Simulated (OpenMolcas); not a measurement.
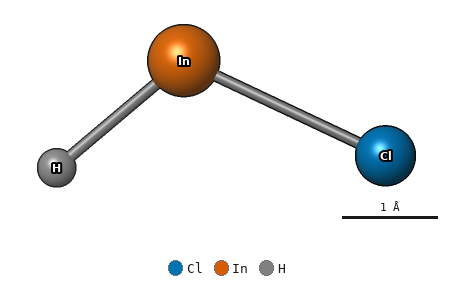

*The input geometry (ball-and-stick view, seen at a tilt). Sticks mark near contacts.*

# InHCl: single-point calculation (part 1 of 3)

InHCl, multiplicity 2, SMILES [Cl][InH], computed with r2SCAN/def2-TZVPP, UKS (OpenMolcas 26.06).

The geometry comes from this level: PBE0-D4/def2-TZVP.

### Input
```
>>> EXPORT MOLCAS_PRINT=2

&GATEWAY
  BASLIB
  $CurrDir
  BASISSET
  Cl.def2-TZVPP....
  Cl1 -1.649800 0.396800 -0.867400 angstrom
  End of Basis
  BASISSET
  In.def2-TZVPP....
  In2 0.409500 0.542400 0.286100 angstrom
  End of Basis
  BASISSET
  H.def2-TZVPP....
  H3 1.229400 -1.003900 0.568100 angstrom
  End of Basis

&SEWARD
  GRIDINPUT
  Grid=UltraFine
  End of Grid

&SCF
  UHF
  SPIN
  2
  KSDFT
  2
  1.0 MGGA_X_R2SCAN
  1.0 MGGA_C_R2SCAN
  THRESHOLDS
  1e-10 1e-07 1e-07 1e-05
  PRORBITALS
  1 2
```

Run on 1 thread of Arm Neoverse V2, 24 GiB of memory available, shared host.

Launch command:
```bash
export MOLCAS_MEM=1860
pymolcas test.inp > test.log
```

### What the program printed
```
--- Start Module: gateway ---

                                              &GATEWAY

                       available to each process: 1.9 GB of memory, 1 thread

 Basis Set     1 Label: CL.DEF2-TZVPP....
 Basis set is read from library:.
 basistype.tbl is not found

 Basis Set     2 Label: IN.DEF2-TZVPP....
 Basis set is read from library:.
 basistype.tbl is not found

 Basis Set     3 Label: H.DEF2-TZVPP....
 Basis set is read from library:.
 basistype.tbl is not found

++    Symmetry information:
      ---------------------

                    Character Table for C1

                             E
                    a        1  x, y, xy, Rz, z, xz, Ry, yz, Rx, I
--

++    Basis set information:
      ----------------------

      Basis set label: CL.DEF2-TZVPP.........

      Electronic valence basis set:
      ------------------
      Associated Effective Charge  17.000000 au
      Associated Actual Charge     17.000000 au
      Nuclear Model: Point charge

      Shell  nPrim  nBasis  Cartesian Spherical Contaminant
         s      14       5        X
         p       9       5        X
         d       3       3                 X
         f       1       1                 X

      Basis set label: IN.DEF2-TZVPP....ECP.....

      Electronic valence basis set:
      ------------------
      Associated Effective Charge  21.000000 au
      Associated Actual Charge     49.000000 au
      Nuclear Model: Point charge

      Shell  nPrim  nBasis  Cartesian Spherical Contaminant
         s      10       6        X
         p       9       5        X
         d       8       3                 X
         f       2       2                 X

      Pseudo Potential specification:
      =======================================

      Number of Core Electrons:  28

      Potential  nTerms
           H       2
         s-H       4
         p-H       6
         d-H       6

      Effective Core Potential specification:
      =======================================

      Basis set label: H.DEF2-TZVPP.........

      Electronic valence basis set:
      ------------------
      Associated Effective Charge   1.000000 au
      Associated Actual Charge      1.000000 au
      Nuclear Model: Point charge

      Shell  nPrim  nBasis  Cartesian Spherical Contaminant
         s       5       3        X
         p       2       2        X
         d       1       1                 X
--

++    Molecular structure info:
      -------------------------

                    ************************************************
                    **** Cartesian Coordinates / bohr, angstrom ****
                    ************************************************

     Center  Label                x              y              z                     x              y              z
        1      CL1             -3.117670       0.749843      -1.639148             -1.649800       0.396800      -0.867400
        2      IN2              0.773843       1.024987       0.540651              0.409500       0.542400       0.286100
        3      H3               2.323229      -1.897096       1.073553              1.229400      -1.003900       0.568100

                    ***************************************
                    *    InterNuclear Distances / bohr    *
                    ***************************************

               1 CL1           2 IN2           3 H3
    1 CL1      0.000000
    2 IN2      4.468904        0.000000
    3 H3       6.630869        3.350098        0.000000

                    *******************************************
                    *    InterNuclear Distances / angstrom    *
                    *******************************************

               1 CL1           2 IN2           3 H3
    1 CL1      0.000000
    2 IN2      2.364842        0.000000
    3 H3       3.508905        1.772795        0.000000
--

            Nuclear Potential Energy             88.71760114 au

--- Stop Module: gateway /rc=_RC_ALL_IS_WELL_ ---

--- Start Module: seward ---

                                              &SEWARD

                       available to each process: 1.9 GB of memory, 1 thread

               SEWARD will generate:
                  Multipole Moment integrals up to order  2
                  Kinetic Energy integrals
                  Nuclear Attraction integrals (point charge)
                  One-Electron Hamiltonian integrals modified with ECP contributions
                  Velocity integrals
                  Pseudo Potential integrals
                  Orbital angular momentum around ( -0.1177   0.9417   0.0390 )
                  Velocity quadrupole around ( -0.1177   0.9417   0.0390 )
                  Two-Electron Repulsion integrals

                   Integrals are discarded if absolute value <: 1.00E-14
                   Integral cutoff threshold is set to       <: 1.00E-16

            Nuclear Potential Energy             88.71760114 au

      Basis set specifications :
      Symmetry species         a
      Basis functions          106

--- Stop Module: seward /rc=_RC_ALL_IS_WELL_ ---
--- Module seward spent 3 seconds ---

--- Start Module: scf ---

                                                &SCF

                       available to each process: 1.9 GB of memory, 1 thread

++    Input section:
      --------------

      Header of the integral files:

      Cartesian coordinates in angstrom:
      -----------------------------------------------------
      No.  Label        X            Y            Z
      -----------------------------------------------------
       1   CL1       -1.64980000   0.39680000  -0.86740000
       2   IN2        0.40950000   0.54240000   0.28610000
       3   H3         1.22940000  -1.00390000   0.56810000
      -----------------------------------------------------
      Nuclear repulsion energy =   88.71760114
--

++    Orbital specifications:
      -----------------------

      Symmetry species               1
                                     a
      Frozen orbitals                0
      Occupied orbitals alpha       20
      Occupied orbitals beta        19
      Secondary orbitals alpha      86
      Secondary orbitals beta       87
      Deleted orbitals               0
      Total number of orbitals     106
      Number of basis functions    106
--

      Molecular charge                           0.000

      Numerical integration parameters
      --------------------------------
      Radial quadrature type:                         MHL
      Size of radial grid:                            99
      Lebedev angular grid:                           41
      Angular grid pruned with the crowding factor:  1.00E+10
                                 and fading factor:  1.00E+01
      Screening threshold for integral computation:   1.00E-11
      Radial quadrature accuracy:                     1.00E-25
      Maximum batch size:                             128
      AO values are stored on disk
      The same grid will be used for all iterations.

      DFT functional specifications
      -----------------------------
      Using Libxc version: 6.2.2
      Please cite the following reference:
      S. Lehtola, C. Steigemann, M. J.T. Oliveira, and M. A.L. Marques.,  SoftwareX 7, 1–5 (2018) doi:10.1016/j.softx.2017.11.002

++    Optimization specifications:
      ----------------------------

      SCF Algorithm: Conventional USCF
      D(i)-D(i-1) density differences are used
      Number of density matrices in core                 5
      Maximum number of NDDO SCF iterations            400
      Maximum number of HF SCF iterations              400
      Threshold for SCF energy change             1.00E-10
      Threshold for density matrix                1.00E-07
      Threshold for Fock matrix                   1.00E-07
      Threshold for linear dependence             1.00E-09
      Threshold at which DIIS is turned on        1.50E-01
      Maximum depth in the DIIS procedure                5
      Maximum depth in the BFGS Hessian update          30
      Threshold at which QNR/C2DIIS is turned on  7.50E-02
      Threshold for Norm(delta) (QNR/C2DIIS)      1.00E-05
      All orbitals punched on: UHFORB
--

      Input vectors read from INPORB
      Orbital file label: *Guess orbitals

++ Convergence information
                               UHF [...]      iterations: Energy and convergence statistics

Iter     Tot. [...]      One-elec.       Two-elec.     Energy      Max Dij or  Max Fij      DNorm      TNorm      AccCon     Time
         Energy          Energy          Energy        Change      Delta Norm                                                in Sec.
   1  -619.403727338 -1157.460307150   449.338978669   0.00E+00    6.07E-01*   1.41E+01*    7.96E+01   2.21E+02   None         2.
   2  -650.631337261 -1197.781140698   458.432202294  -3.12E+01*   5.84E-01*   1.67E-01*    5.69E+01   2.23E+02   EDIIS        2.
   3  -650.278763631 -1187.510614651   448.514249877   3.53E-01*   2.48E-01*   8.39E-02*    6.24E+00   2.22E+02   EDIIS        2.
   4  -650.992226235 -1193.568077253   453.858249875  -7.13E-01*   2.81E-01*   2.86E-02*    1.44E+00   2.22E+02   EDIIS        2.
   5  -650.954464832 -1193.237148687   453.565082712   3.78E-02*   7.37E-02*   1.53E-02*    1.41E+00   2.22E+02   EDIIS        2.
   6  -651.005402001 -1194.079217139   454.356213996  -5.09E-02*   9.89E-02*   6.92E-03*    4.49E-01   2.22E+02   c2DIIS       2.
   7  -651.006024247 -1193.075857788   453.352232397  -6.22E-04*   5.15E-03*   4.34E-03*    2.61E-01   2.22E+02   c2DIIS       2.
   8  -651.007763443 -1193.785076566   454.059711979  -1.74E-03*   1.32E-02*   5.55E-04*    2.15E-02   2.22E+02   QNRc2DIIS    2.
   9  -651.007758851 -1193.838237175   454.112877181   4.59E-06*   7.43E-03*   7.55E-04*    1.79E-02   2.22E+02   QNRc2DIIS    2.
  10  -651.007769841 -1193.803672729   454.078301745  -1.10E-05*   1.39E-03*   1.20E-04*    9.27E-03   2.22E+02   QNRc2DIIS    2.
  11  -651.007770029 -1193.803023097   454.077651925  -1.88E-07*   8.35E-04*   9.15E-05*    3.09E-03   2.22E+02   QNRc2DIIS    2.
  12  -651.007770178 -1193.805239660   454.079868339  -1.50E-07*   2.89E-04*   2.65E-05*    1.87E-03   2.22E+02   QNRc2DIIS    2.
  13  -651.007770187 -1193.805024139   454.079652809  -8.22E-09*   7.46E-05*   4.70E-06*    5.59E-04   2.22E+02   QNRc2DIIS    2.
  14  -651.007770187 -1193.804437817   454.079066487  -2.26E-10*   2.86E-05*   4.76E-06*    2.10E-04   2.22E+02   QNRc2DIIS    2.
  15  -651.007770187 -1193.804742120   454.079370790  -2.96E-10*   6.41E-06    5.00E-07*    8.29E-05   2.22E+02   QNRc2DIIS    2.
  16  -651.007770187 -1193.804717601   454.079346271  -2.61E-12    2.94E-06    3.33E-07*    1.23E-05   2.22E+02   QNRc2DIIS    2.
  17  -651.007770187 -1193.804734586   454.079363256  -7.96E-13    9.02E-07    1.21E-07*    5.31E-06   2.22E+02   QNRc2DIIS    2.
  18  -651.007770187 -1193.804730117   454.079358787  -3.07E-12    1.36E-07    2.37E-08     1.78E-06   2.22E+02   QNRc2DIIS    2.

       Convergence after  18 Iterations
--

 *****************************************************************************************************************************
 *                                             SCF/KS-DFT Program, Final results                                             *
 *                                                       Final Results                                                       *
 *****************************************************************************************************************************

::    Total KS-DFT energy                            -651.0077701872
      One-electron energy                           -1193.8047301170
      Two-electron energy                             454.0793587866
      Nuclear repulsion energy                         88.7176011432
      Kinetic energy (interpolated)                   533.3492006632
      Virial theorem                                    1.2206032546
      Total spin, S(S+1)                                0.7595145038
      Total spin, S                                     0.5047459897
      Max non-diagonal density matrix element           0.0000000441
      Max non-diagonal Fock matrix element              0.0000000044

      All orbitals with orbital energies smaller than  E(LUMO)+0.5 are printed

++    Molecular orbitals:
      -------------------

      Title: UKS-DFT orbitals (alpha)

      Molecular orbitals for symmetry species 1: a

      Basis set list:
        1 CL1    1s                 23 CL1    3d2-               45 IN2    1s                 67 IN2    3d1-               89 IN2    4f2+
        2 CL1    1s                 24 CL1    3d1-               46 IN2    1s                 68 IN2    3d1-               90 IN2    4f2+
        3 CL1    1s                 25 CL1    3d1-               47 IN2    1s                 69 IN2    3d1-               91 IN2    4f3+
        4 CL1    1s                 26 CL1    3d1-               48 IN2    1s                 70 IN2    3d0                92 IN2    4f3+
        5 CL1    1s                 27 CL1    3d0                49 IN2    2px                71 IN2    3d0                93 H3     1s
        6 CL1    2px                28 CL1    3d0                50 IN2    2px                72 IN2    3d0                94 H3     1s
        7 CL1    2px                29 CL1    3d0                51 IN2    2px                73 IN2    3d1+               95 H3     1s
        8 CL1    2px                30 CL1    3d1+               52 IN2    2px                74 IN2    3d1+               96 H3     2px
        9 CL1    2px                31 CL1    3d1+               53 IN2    2px                75 IN2    3d1+               97 H3     2px
       10 CL1    2px                32 CL1    3d1+               54 IN2    2py                76 IN2    3d2+               98 H3     2py
       11 CL1    2py                33 CL1    3d2+               55 IN2    2py                77 IN2    3d2+               99 H3     2py
       12 CL1    2py                34 CL1    3d2+               56 IN2    2py                78 IN2    3d2+              100 H3     2pz
       13 CL1    2py                35 CL1    3d2+               57 IN2    2py                79 IN2    4f3-              101 H3     2pz
       14 CL1    2py                36 CL1    4f3-               58 IN2    2py                80 IN2    4f3-              102 H3     3d2-
       15 CL1    2py                37 CL1    4f2-               59 IN2    2pz                81 IN2    4f2-              103 H3     3d1-
       16 CL1    2pz                38 CL1    4f1-               60 IN2    2pz                82 IN2    4f2-              104 H3     3d0
       17 CL1    2pz                39 CL1    4f0                61 IN2    2pz                83 IN2    4f1-              105 H3     3d1+
       18 CL1    2pz                40 CL1    4f1+               62 IN2    2pz                84 IN2    4f1-              106 H3     3d2+
       19 CL1    2pz                41 CL1    4f2+               63 IN2    2pz                85 IN2    4f0
       20 CL1    2pz                42 CL1    4f3+               64 IN2    3d2-               86 IN2    4f0
       21 CL1    3d2-               43 IN2    1s                 65 IN2    3d2-               87 IN2    4f1+
       22 CL1    3d2-               44 IN2    1s                 66 IN2    3d2-               88 IN2    4f1+

  Index Energy  Occupation Coefficients ...

    1 -101.1556    1.0000          1 CL1    1s     ( 1.000),

    2   -9.3320    1.0000          3 CL1    1s     ( 0.828),

    3   -7.0732    1.0000          6 CL1    2px    ( 0.594),    16 CL1    2pz    ( 0.347),

    4   -7.0690    1.0000          6 CL1    2px    (-0.341),    16 CL1    2pz    ( 0.618),

    5   -7.0686    1.0000         11 CL1    2py    ( 0.685),

    6   -4.6346    1.0000         43 IN2    1s     ( 1.527),    44 IN2    1s     (-2.048),

    7   -3.0419    1.0000         50 IN2    2px    (-0.520),    60 IN2    2pz    ( 0.942),

    8   -3.0350    1.0000         50 IN2    2px    ( 0.527),    55 IN2    2py    ( 0.862),

    9   -3.0322    1.0000         50 IN2    2px    ( 0.788),    55 IN2    2py    (-0.645),

   10   -0.7672    1.0000          3 CL1    1s     (-0.382),     4 CL1    1s     ( 0.513),     5 CL1    1s     ( 0.364),    73 IN2    3d1+   ( 0.415),
                                  76 IN2    3d2+   ( 0.323),

   11   -0.7360    1.0000         64 IN2    3d2-   ( 0.325),    70 IN2    3d0    ( 0.570),    73 IN2    3d1+   (-0.357),    76 IN2    3d2+   ( 0.473),

   12   -0.7331    1.0000         64 IN2    3d2-   (-0.383),    67 IN2    3d1-   ( 0.587),    70 IN2    3d0    ( 0.483),

   13   -0.7309    1.0000         67 IN2    3d1-   (-0.496),    70 IN2    3d0    ( 0.451),    73 IN2    3d1+   ( 0.421),    76 IN2    3d2+   (-0.364),

   14   -0.7284    1.0000         64 IN2    3d2-   ( 0.702),    67 IN2    3d1-   ( 0.451),

   15   -0.7073    1.0000          3 CL1    1s     ( 0.323),     4 CL1    1s     (-0.440),     5 CL1    1s     (-0.310),    73 IN2    3d1+   ( 0.497),
                                  76 IN2    3d2+   ( 0.500),
```
